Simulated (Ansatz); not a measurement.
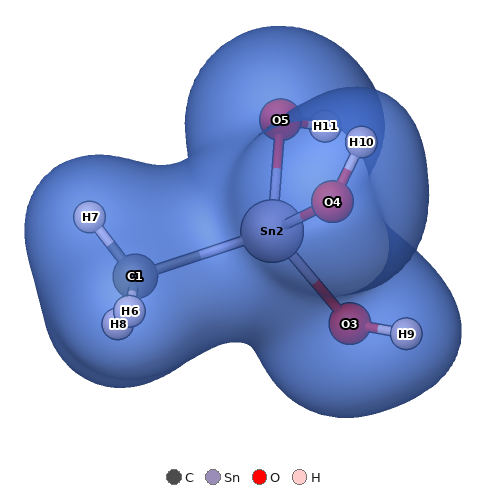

CH$_{6}$O$_{3}$Sn (SMILES [CH3][Sn]([OH])([OH])[OH]). Isosurface of the electron density at 0.05 e/Å³ (blue), seen at an oblique angle.

Geometry: PBE0-D4/def2-TZVP; core potentials replace the inner electrons of Sn.

The calculation used RKS PBE0-D4/def2-TZVPP in Ansatz.

```xyz
11

C    -1.6237    0.8287    0.1558
Sn    0.2471   -0.1283   -0.0211
O     0.6222   -1.3266    1.4831
O     1.7382    1.1410   -0.0942
O     0.3819   -1.2242   -1.6399
H    -1.4939    1.7645    0.6975
H    -2.0143    1.0282   -0.8410
H    -2.3076    0.1779    0.6987
H     1.4916   -1.1662    1.8596
H     2.3266    0.9590   -0.8317
H     0.6972   -2.1109   -1.4461
```

Question: How is the density connected at this value?

Answer: At this value the surface is in one piece. It bridges the sampled Sn–O (1.96 Å), C–Sn (2.11 Å), O–H (0.96 Å) and C–H (1.09 Å) contacts, where the density stays above the isovalue. On the grid the lowest density along these lines, outside the cores, is 0.84 e/Å³ (Sn–O, 1.96 Å), 0.76 e/Å³ (C–Sn, 2.11 Å), 2.5 e/Å³ (O–H, 0.96 Å) and 1.9 e/Å³ (C–H, 1.09 Å).
